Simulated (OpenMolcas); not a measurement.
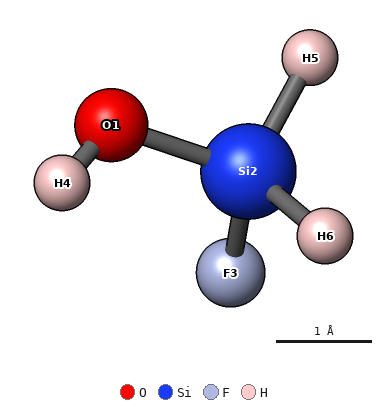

**Figure 1.** The structure as given in the input (ball-and-stick view, seen at a tilt; atoms are numbered from 1 in the order of the input). Bond lengths as drawn: F–Si 1.60 Å, H–O 0.96 Å, H–Si 1.47 to 1.48 Å and O–Si 1.63 Å.

Run report: SiH₃OF, single-point calculation (part 1 of 2)

The run: single-point calculation of SiH₃OF, SMILES O[SiH2]F. Method and program: CASSCF/ANO-RCC-VDZP, DKH2 (OpenMolcas 26.06).

The geometry comes from this level: PBE0-D4/def2-TZVP.

What the program printed:
```
--- Start Module: gateway ---

                                              &GATEWAY

                       available to each process: 1.9 GB of memory, 1 thread

++    Symmetry information:
      ---------------------

                    Character Table for C1

                             E
                    a        1  x, y, xy, Rz, z, xz, Ry, yz, Rx, I
--

++    Basis set information:
      ----------------------

      Basis set label: O.ANO-RCC...2S1P.

      Electronic valence basis set:
      ------------------
      Associated Effective Charge   8.000000 au
      Associated Actual Charge      8.000000 au
      Nuclear Model: Point charge

      Shell  nPrim  nBasis  Cartesian Spherical Contaminant
         s      14       2        X
         p       9       1        X

      Basis set label: SI.ANO-RCC...3S2P.

      Electronic valence basis set:
      ------------------
      Associated Effective Charge  14.000000 au
      Associated Actual Charge     14.000000 au
      Nuclear Model: Point charge

      Shell  nPrim  nBasis  Cartesian Spherical Contaminant
         s      17       3        X
         p      12       2        X

      Basis set label: F.ANO-RCC...2S1P.

      Electronic valence basis set:
      ------------------
      Associated Effective Charge   9.000000 au
      Associated Actual Charge      9.000000 au
      Nuclear Model: Point charge

      Shell  nPrim  nBasis  Cartesian Spherical Contaminant
         s      14       2        X
         p       9       1        X

      Basis set label: H.ANO-RCC...1S.

      Electronic valence basis set:
      ------------------
      Associated Effective Charge   1.000000 au
      Associated Actual Charge      1.000000 au
      Nuclear Model: Point charge

      Shell  nPrim  nBasis  Cartesian Spherical Contaminant
         s       8       1        X
--

++    Molecular structure info:
      -------------------------

                    ************************************************
                    **** Cartesian Coordinates / bohr, angstrom ****
                    ************************************************

     Center  Label                x              y              z                     x              y              z
        1      O1              -1.612881      -0.395331      -1.746296             -0.853500      -0.209200      -0.924100
        2      SI2              0.714883      -0.017574       0.234137              0.378300      -0.009300       0.123900
        3      F3               0.341662      -1.743839       2.679254              0.180800      -0.922800       1.417800
        4      H4              -3.239369       0.283837      -1.333391             -1.714200       0.150200      -0.705600
        5      H5               3.015247      -0.866439      -1.088104              1.595600      -0.458500      -0.575800
        6      H6               0.860014       2.618405       1.167095              0.455100       1.385600       0.617600

                    ***************************************
                    *    InterNuclear Distances / bohr    *
                    ***************************************

               1 O1            2 SI2           3 F3            4 H4            5 H5            6 H6
    1 O1       0.000000
    2 SI2      3.079497        0.000000
    3 F3       5.022371        3.016269        0.000000
    4 H4       1.810309        4.264282        5.747745        0.000000
    5 H5       4.698375        2.785779        4.702220        6.364237        0.000000
    6 H6       4.866791        2.799975        4.645910        5.339248        4.677081        0.000000

                    *******************************************
                    *    InterNuclear Distances / angstrom    *
                    *******************************************

               1 O1            2 SI2           3 F3            4 H4            5 H5            6 H6
    1 O1       0.000000
    2 SI2      1.629600        0.000000
    3 F3       2.657724        1.596141        0.000000
    4 H4       0.957974        2.256561        3.041576        0.000000
    5 H5       2.486273        1.474171        2.488308        3.367809        0.000000
    6 H6       2.575395        1.481683        2.458510        2.825409        2.475005        0.000000

                    **************************************
                    *    Valence Bond Angles / degree    *
                    **************************************
                          Atom centers                 Phi
                      5 H5       2 SI2      6 H6       113.72
--

            Nuclear Potential Energy            119.52842978 au

--- Stop Module: gateway /rc=_RC_ALL_IS_WELL_ ---

--- Start Module: seward ---

                                              &SEWARD

                       available to each process: 1.9 GB of memory, 1 thread

               SEWARD will generate:
                  Multipole Moment integrals up to order  2
                  Kinetic Energy integrals
                  Nuclear Attraction integrals (point charge)
                  One-Electron Hamiltonian integrals
                  Velocity integrals
                  Relativistic Douglas-Kroll-Hess integrals:
                    - Parametrization         : EXP
                    - DKH order of Hamiltonian: 2
                    - DKH order of Properties : 0
                         - multipole moment operators
                         - electric potential operators
                         - contact operators
                  Orbital angular momentum around (  0.0202  -0.5742   0.4282 )
                  Velocity quadrupole around (  0.0202  -0.5742   0.4282 )
                  Atomic mean-field integrals
                  Two-Electron Repulsion integrals

                   Integrals are discarded if absolute value <: 1.00E-14
                   Integral cutoff threshold is set to       <: 1.00E-16

            Nuclear Potential Energy            119.52842978 au

      Basis set specifications :
      Symmetry species         a
      Basis functions           22

--- Stop Module: seward /rc=_RC_ALL_IS_WELL_ ---
--- Module seward spent 1 second ---

--- Start Module: rasscf ---

                                              &RASSCF

                       available to each process: 1.9 GB of memory, 1 thread

      Header of the ONEINT file:
      --------------------------

      OrdInt status: non-squared

      Cartesian coordinates in angstrom:
      -----------------------------------------------------
      No.  Label        X            Y            Z
      -----------------------------------------------------
       1   O1        -0.85350000  -0.20920000  -0.92410000
       2   SI2        0.37830000  -0.00930000   0.12390000
       3   F3         0.18080000  -0.92280000   1.41780000
       4   H4        -1.71420000   0.15020000  -0.70560000
       5   H5         1.59560000  -0.45850000  -0.57580000
       6   H6         0.45510000   1.38560000   0.61760000
      -----------------------------------------------------
      Nuclear repulsion energy =  119.52842978

++    Wave function specifications:
      -----------------------------

      Number of closed shell electrons          32
      Number of electrons in active shells       2
      Max number of holes in RAS1 space          0
      Max nr of electrons in RAS3 space          0
      Number of inactive orbitals               16
      Number of active orbitals                  2
      Number of secondary orbitals               4
      Spin quantum number                      0.0
      State symmetry                             1
--

++    Orbital specifications:
      -----------------------

      Symmetry species                           1
                                                 a
      Frozen orbitals                            0
      Inactive orbitals                         16
      Active orbitals                            2
      RAS1 orbitals                              0
      RAS2 orbitals                              2
      RAS3 orbitals                              0
      Secondary orbitals                         4
      Deleted orbitals                           0
      Number of basis functions                 22
--

++    CI expansion specifications:
      ----------------------------

      Number of CSFs                             3
      Number of spin combinations                3
      Number of determinants                     4
      Number of root(s) required                 1
      Root chosen for geometry opt.              1
      CI root used                               1

      highest root included in the CI            1
      max. size of the explicit Hamiltonian      3
--

++    Optimization specifications:
      ----------------------------

      RASSCF algorithm: Conventional
      Maximum number of macro iterations       200
      Maximum number of SX iterations          100
      Threshold for RASSCF energy            1.000E-08
      Threshold for max MO rotation          1.000E-01
      Threshold for max BLB element          1.000E-04
      Level shift parameter                  5.000E-01
      Make Quasi-Newton update
--

      The MO-coefficients are taken from the file:
      step1.LocOrb
      Title:Localised orbitals

      Total molecular charge    0.00

      Molecular orbitals exchanged:
        In symmetry  1 :  10  17
        In symmetry  1 :  18  20

      ************************************************************************************************************************
      *                                            Wave function control section                                             *
      ************************************************************************************************************************

                                         RASSCF iterations: Energy and convergence statistics
                                         ----------------------------------------------------

          iter iter root      energy       change     param      element    value   shift minimum  type update hh:mm:ss
 Nr of preliminary CI iterations:   1
        1   1    9    1  -465.60595286    0.00E+00  -9.19E-02   18  21 1 -3.01E-03*  0.00   0.00    SX    NO    0:00:00
        2   1    8    1  -465.60796664   -2.01E-03* -2.88E-02   17  21 1  2.07E-03*  0.00   0.00    SX    NO    0:00:00
        3   1    8    1  -465.60821204   -2.45E-04*  1.26E-02   14  18 1 -1.16E-03*  0.00   0.00    SX    NO    0:00:00
        4   1    8    1  -465.60825539   -4.33E-05*  5.69E-03   14  18 1 -7.00E-04*  0.00   0.00    SX    NO    0:00:00
        5   1    7    1  -465.60826400   -8.61E-06*  4.66E-03   14  18 1 -3.73E-04*  0.00   1.83    LS   YES    0:00:00
        6   1    6    1  -465.60826625   -2.25E-06*  5.28E-04   14  18 1 -1.06E-04*  0.00   1.02    QN   YES    0:00:00
        7   1    6    1  -465.60826634   -9.25E-08*  3.74E-04   14  18 1 -3.15E-05   0.00   1.71    LS   YES    0:00:00
        8   1    5    1  -465.60826636   -1.96E-08*  7.37E-05   14  18 1  2.15E-05   0.00   1.01    QN   YES    0:00:00
        9   1    5    1  -465.60826636   -3.09E-09  -5.70E-05   17  19 1 -6.46E-06   0.00   1.41    QN   YES    0:00:00
      Convergence after  9 iterations
       10   1    5    1  -465.60826636   -4.14E-10  -5.70E-05   17  19 1 -1.24E-06   0.00   1.41    QN   YES    0:00:00

      ************************************************************************************************************************
                                                      Wave function printout:
                       occupation of active orbitals, and spin coupling of open shells (u,d: Spin up or down)
      ************************************************************************************************************************

      Note: transformation to natural orbitals
      has been made, which may change the order of the CSFs.

      printout of CI-coefficients larger than  0.05 for root  1
      energy=    -465.608266
      conf/sym  11     Coeff  Weight
             1  20   0.99443 0.98890
             3  02  -0.10537 0.01110

      Natural orbitals and occupation numbers for root  1
      sym 1:   1.977794   0.022206

      ************************************************************************************************************************
      *                                                    Final results                                                     *
      ************************************************************************************************************************

++    Final optimization conditions:
      ------------------------------

      Average CI energy                            -465.60826636
      RASSCF energy for state  1                   -465.60826636
      Super-CI energy                                -0.00000000
      RASSCF energy change                           -0.00000000
      Max change in MO coefficients              -5.935E-05
      Max non-diagonal density matrix element    -5.702E-05
      Maximum BLB matrix element                 -1.244E-06
      (orbital pair  17,  19 in symmetry   1)
      Norm of electronic gradient            3.076E-06
--

      Final state energy(ies):
      ------------------------

::    RASSCF root number  1 Total energy:   -465.60826636
      Von Neumann Entropy (Root   1) =  0.08802

      Mulliken population analysis for root number:  1
      -----------------------------------------------

++    Molecular charges:
      ------------------

      Mulliken charges per centre
      ---------------------------

                O1      SI2     F3      H4      H5      H6
      Total    8.8512 12.7229  9.5920  0.6492  1.0794  1.1053

      N-E     -0.8512  1.2771 -0.5920  0.3508 -0.0794 -0.1053

      Total electronic charge=   34.000000

      Total            charge=   -0.000000
--

      Expectation values of various properties for root number:  1
      -----------------------------------------------------------

++    Molecular properties:
      ---------------------

      Charge (e):
                      =   -0.0000
      Dipole Moment (debye):
      Origin of the operator (angstrom)=    0.0107   -0.3039    0.2266
                   X= -3.2586E-01               Y=  1.8761E+00               Z= -2.6783E-01           Total=  1.9229E+00
      Quadrupole Moment (debye*angstrom):
      Origin of the operator (angstrom)=    0.0107   -0.3039    0.2266
                  XX= -2.4307E+01              XY= -1.1728E+00              XZ= -7.9696E-01              YY= -2.8026E+01
                  YZ=  5.2748E-01              ZZ= -3.2779E+01
      In traceless form (debye*angstrom)
                  XX=  6.0955E+00              XY= -1.7591E+00              XZ= -1.1954E+00              YY=  5.1663E-01
                  YZ=  7.9122E-01              ZZ= -6.6121E+00
--

      LoProp population analysis for root number:  1
      -----------------------------------------------

++    LoProp analysis:
      ----------------

++    Static properties:
      ------------------

      LoProp Charges per center

                   O1       SI2      F3       H4       H5       H6
      Nuclear      8.0000  14.0000   9.0000   1.0000   1.0000   1.0000
      Electronic  -8.6379 -12.9638  -9.4718  -0.7315  -1.0858  -1.1091

      Total       -0.6379   1.0362  -0.4718   0.2685  -0.0858  -0.1091
--

      Natural Bond Order analysis for root number:  1
```
